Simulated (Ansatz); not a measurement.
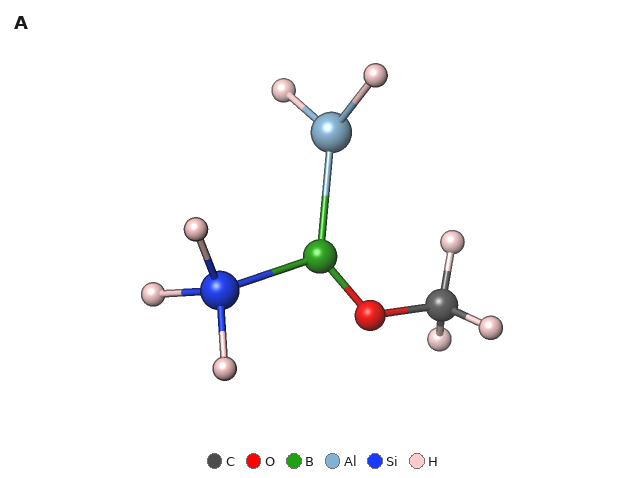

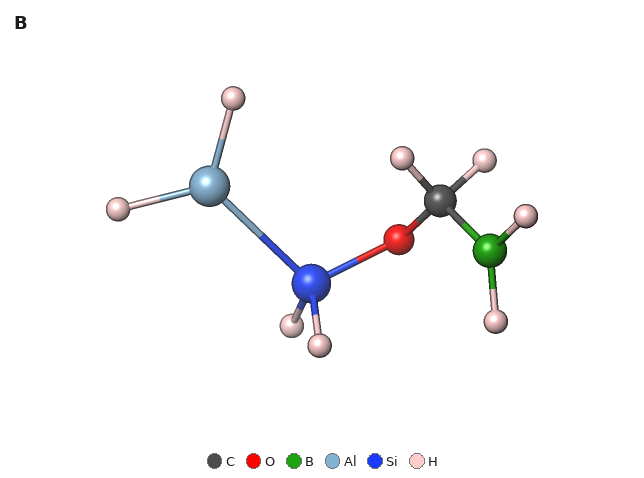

2 stationary structures of one formula. Geometries: PBE-D4/def2-SVP. Electronic energies: PBE-D4/def2-SVP (Ansatz 0.2.0), without zero-point energy. No frequency run is at hand to confirm each as a minimum. Each is one conformer, not always the lowest.

### Rank them by energy, lowest first.

A is lowest; B lies 0.599 eV above it. A is `CO[B]([AlH2])[SiH3]`, B is `BCO[SiH2][AlH2]`.
